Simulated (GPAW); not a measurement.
A computed O K-edge spectrum of one site in a crystal of O, Sr and Ti, with its zero at a photon energy of about 526.1 eV (raw 534.9 eV, less 8.8 eV of added terms; LDA puts this hole about 4 eV below PBE, itself good to a few eV). Method: GPAW, LDA + U, excited-electron core hole (neutral cell) in a small cell, dipole transitions, broadening that rises with energy.

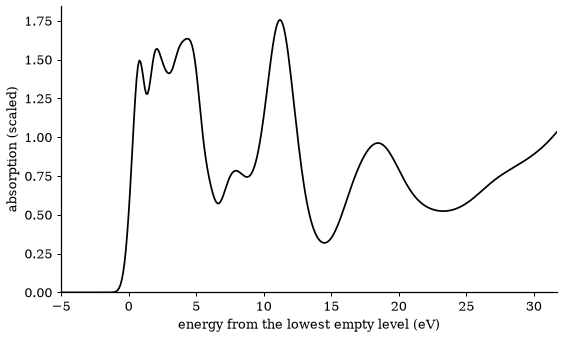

Energy from the lowest empty level; intensity scaled to a mean of 1 over the first 20 eV.

Q: Which coordination does this site have?

A K edge sees empty p states; the first features are O p mixed into the empty d states of the Ti neighbours, and the broad ones above probably into the cations' higher empty bands. It is atom 5 of Sr2Ti2O5 (Cmmm), with 2 Ti at 1.95 Å (linear, site symmetry mmm). Its main maxima below 24 eV lie at 0.8 eV (1.50), 2.1 eV (1.57), 4.4 eV (1.64), 7.9 eV (0.78), 11.2 eV (1.76) and 18.5 eV (0.96). A near-edge spectrum doesn't fix the structure by itself; it is matched against candidates. The unit cell's mesh shows no gap over 0.35 eV. That is right for a metallic compound; for a small-gap or correlated insulator it would be the fault of the functional or of the assumed magnetic order, and the hole would be screened too well. The crystal has 3 inequivalent O sites and not all are shown here, while a measurement adds them all. The mesh is coarse (0.28 Å⁻¹ between points), so small maxima may be mesh ripples. The structure is a computed Materials Project entry and may be a hypothetical form.

[Hosts, paths, dates, database ids (printed as entryN), source tags and the programs' standing remarks are cut or masked in the printed files.]

[Lists of maxima count a maximum above −3 eV only where it reaches 4 % of the highest in the window and stands out from its surroundings by 2 % of it (1.5 % where it reaches 55 %); shoulders and weaker maxima are passed over, and of the rest the first, up to two pre-edge ones and the few strongest are named.]
